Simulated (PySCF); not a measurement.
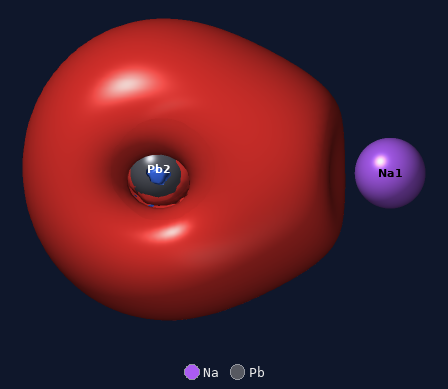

NaPb (charge +1, triplet). Isosurfaces of the spin density at +0.015 (red) and −0.015 e/Å³ (blue), seen from one side.

Core potentials replace the inner electrons of Pb.

All numbers below come from PBE0/aug-cc-pVDZ(-PP), non-relativistic Hamiltonian with scalar-relativistic core potentials where named, at a bond length of 3.449 Å in PySCF.

Q: Describe the spin distribution.

A: The unpaired spin (2 electrons) lies mostly on Pb2 (about 1.7) and Na1 (about 0.3), in electrons by Hirshfeld's partition.
